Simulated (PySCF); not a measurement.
# UM06-2X/STO-3G run of AlHSCl (SMILES [SH][Al][Cl])

What is the vertical doublet–quartet gap of AlHSCl at UM06-2X/STO-3G? The job is set up through a Python script.

The results are computed with PySCF 2.14.0.

8 further runs of the same task are left out: 8 set aside as unsound or not needed.

## (1) The structure to begin with

AlHSCl has 4 atoms, charge 0, and is taken as a doublet. As SMILES, `[SH][Al][Cl]`. Geometry: relaxed at PBE0-D4/def2-TZVP.

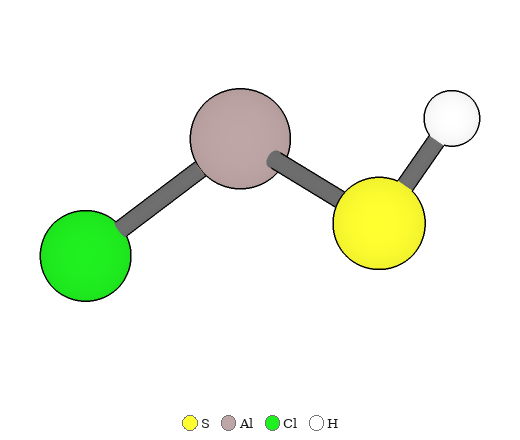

The structure, seen from a chosen angle (sulfur yellow, aluminium light grey, chlorine green, hydrogen white).

## (2) A single-point energy at UM06-2X/STO-3G

run.py

```python
# [SH][Al][Cl]
from pyscf import gto, dft

mol = gto.M(
    atom='''
S      0.831102     1.861191    -1.407279
Al    -0.744741    -0.993807     1.151032
Cl     0.427456    -4.738299     0.474321
H     -0.408937     3.756965    -0.256247
''',
    unit='bohr',
    charge=0,
    spin=1,
    verbose=3,
    max_memory=1860,
    basis='sto-3g',
)

mf = dft.UKS(mol, xc='m06-2x')
mf.conv_tol = 1e-10
mf.grids.level = 5
mf.kernel()
if not mf.converged:
    mf = mf.newton().run(mf.mo_coeff, mf.mo_occ)

energy = mf.e_tot
print(f'total energy: {energy:.8f} hartree')
```

Run with:

```console
OMP_NUM_THREADS=1 python run.py
```

What it wrote:

```text
WARN: HOMO -0.149109204152181 >= LUMO -0.149109204152177

converged SCF energy = -1089.17962787618  <S^2> = 0.7532871  2S+1 = 2.0032844
total energy: -1089.17962788 hartree
```

Wall time 8.1 s (1 thread of Arm Neoverse V2, shared host); peak memory 0.25 GiB.

## (3) The quartet, same level

mol.xyz

```xyz
4

S      0.439800     0.984900    -0.744700
Al    -0.394100    -0.525900     0.609100
Cl     0.226200    -2.507400     0.251000
H     -0.216400     1.988100    -0.135600
```

job.py

```python
from pyscf import gto, dft

mol = gto.M(
    atom='mol.xyz',
    max_memory=1860,
    basis='sto-3g',
    verbose=3,
    charge=0,
    spin=3,
)

calc0 = dft.UKS(mol, xc='m06-2x')
calc0.conv_tol = 1e-10
calc0.grids.level = 5
calc0.kernel()
if not calc0.converged:
    calc0 = calc0.newton().run(calc0.mo_coeff, calc0.mo_occ)

energy = calc0.e_tot
print('Final energy', energy)
```

Run with:

```console
OMP_NUM_THREADS=1 python job.py
```

What it wrote:

```text
WARN: HOMO 0.0851308562567626 >= LUMO -0.322618004648735

WARN: HOMO 0.0757923105069506 >= LUMO -0.126369719229824

WARN: HOMO 0.0645357208697478 >= LUMO -0.0838821817815478

WARN: HOMO 0.0525985797011533 >= LUMO -0.0912984647391872

WARN: HOMO 0.0540510887865439 >= LUMO -0.0859067569312434

WARN: HOMO 0.056551332074282 >= LUMO -0.0862007365076987

WARN: HOMO 0.056118784009276 >= LUMO -0.0847459613752753

WARN: HOMO 0.056259106000449 >= LUMO -0.0843807122323009

WARN: HOMO 0.056275027769206 >= LUMO -0.0843689404414318

WARN: HOMO 0.0562686821260593 >= LUMO -0.0843698738861077

WARN: HOMO 0.0562687913311914 >= LUMO -0.0843642564583976

WARN: HOMO 0.0562686758360872 >= LUMO -0.0843662383884766

WARN: HOMO 0.056268498382886 >= LUMO -0.0843662457781741

converged SCF energy = -1088.94103517306  <S^2> = 3.7517893  2S+1 = 4.0008946
Final energy -1088.9410351730583
```

It took 9.3 s on 1 thread of Arm Neoverse V2, shared host; peak memory 0.25 GiB.

## (4) Results

At UM06-2X/STO-3G:

```
                                        quantity           value
                           doublet: total energy  -1089.17963 Eh
                          doublet: dipole moment          4.26 D
     doublet: HOMO energy (highest over α and β)        -3.90 eV
      doublet: LUMO energy (lowest over α and β)         1.87 eV
                                   doublet: ⟨S²⟩           0.753
                           quartet: total energy  -1088.94104 Eh
                          quartet: dipole moment          7.59 D
                                   quartet: ⟨S²⟩           3.752
vertical energy of the quartet above the doublet        6.492 eV
```

What this shows: At this shape the quartet lies 6.49 eV (626 kJ/mol) above the doublet. In a minimal basis such a difference can be off by several eV, whatever the method.
